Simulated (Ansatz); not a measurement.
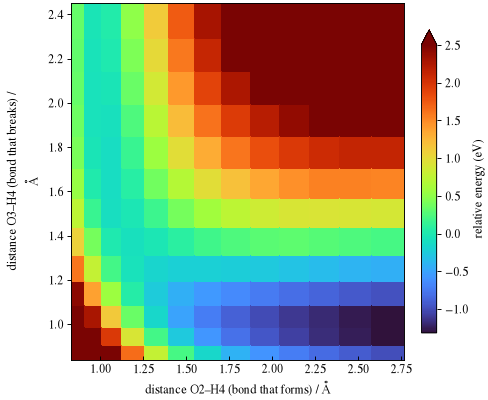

Energy landscape of the reacting system ClH₂InO₂ (fragments ClH₂InO₂ where the first distance is long, ClInO + H₂O where the second is long). The first coordinate is: distance O2–H4 (bond that forms); the second: distance O3–H4 (bond that breaks). Relaxed at each point: all other coordinates. Grid: 13 × 13 points. Points are written as (first, second). Energies are in eV, from a guessed transition structure relaxed with its forming and breaking bonds held. Energies and slopes of some neighbouring points disagree (a jump in structure or state, or too coarse a mesh). The reference is spin-restricted, so regions where a bond is pulled apart into radicals lie too high. Theory: RKS PBE-D4/def2-SVP (Ansatz).

Drawn: one coloured cell a grid point, one colour for all values above the top of the scale. 

### Summarise what can be read from the map.

The lowest grid point is at (2.673 Å, 0.940 Å), −1.32 eV from a guessed transition structure relaxed with its forming and breaking bonds held. It lies at the edge of the scanned range, so the true minimum may lie outside. Other grid points that lie below all their neighbours: (1.065 Å, 1.638 Å) (1.20 eV higher). The highest grid point, (0.873 Å, 0.873 Å), lies 6.68 eV above the lowest.

The values on the grid:

| second ↓, first → | 0.873 | 0.954 | 1.065 | 1.191 | 1.329 | 1.476 | 1.630 | 1.791 | 1.957 | 2.129 | 2.306 | 2.487 | 2.673 |
| --- | --- | --- | --- | --- | --- | --- | --- | --- | --- | --- | --- | --- | --- |
| 2.373 | 0.33 | −0.03 | 0.04 | 0.49 | 1.11 | 1.74 | 2.29 | 2.73 | 3.08 | 3.34 | 3.54 | 3.69 | 3.84 |
| 2.218 | 0.32 | −0.05 | 0.00 | 0.42 | 1.00 | 1.60 | 2.11 | 2.52 | 2.83 | 3.08 | 3.26 | 3.48 | 3.51 |
| 2.067 | 0.33 | −0.06 | −0.04 | 0.34 | 0.88 | 1.42 | 1.88 | 2.26 | 2.55 | 2.76 | 2.92 | 3.09 | 3.12 |
| 1.920 | 0.36 | −0.06 | −0.08 | 0.25 | 0.73 | 1.21 | 1.62 | 1.95 | 2.21 | 2.39 | 2.53 | 2.64 | 2.65 |
| 1.777 | 0.41 | −0.04 | −0.11 | 0.15 | 0.56 | 0.97 | 1.32 | 1.60 | 1.81 | 1.96 | 2.07 | 2.13 | 2.12 |
| 1.638 | 0.53 | 0.02 | −0.12 | 0.06 | 0.37 | 0.70 | 0.97 | 1.19 | 1.35 | 1.47 | 1.54 | 1.54 | 1.53 |
| 1.504 | 0.73 | 0.15 | −0.09 | −0.03 | 0.17 | 0.39 | 0.59 | 0.74 | 0.84 | 0.91 | 0.92 | 0.91 | 0.88 |
| 1.375 | 1.07 | 0.39 | 0.00 | −0.08 | −0.02 | 0.08 | 0.18 | 0.25 | 0.29 | 0.30 | 0.27 | 0.24 | 0.21 |
| 1.253 | 1.61 | 0.77 | 0.20 | −0.08 | −0.18 | −0.21 | −0.22 | −0.23 | −0.26 | −0.30 | −0.35 | −0.39 | −0.43 |
| 1.138 | 2.43 | 1.38 | 0.55 | 0.05 | −0.25 | −0.44 | −0.56 | −0.66 | −0.74 | −0.81 | −0.88 | −0.93 | −0.98 |
| 1.033 | 3.59 | 2.27 | 1.13 | 0.35 | −0.16 | −0.50 | −0.73 | −0.89 | −1.01 | −1.11 | −1.19 | −1.26 | −1.32 |
| 0.940 | 5.09 | 3.45 | 1.96 | 0.91 | 0.20 | −0.27 | −0.58 | −0.80 | −0.96 | −1.08 | −1.17 | −1.25 | −1.32 |
| 0.873 | 5.36 | 4.69 | 2.92 | 1.64 | 0.78 | 0.21 | −0.16 | −0.42 | −0.60 | −0.73 | −0.84 | −0.92 | −1.00 |

Time for the 169 points that were run: 26 min on 1 thread of Arm Neoverse V2, with other jobs on the host.
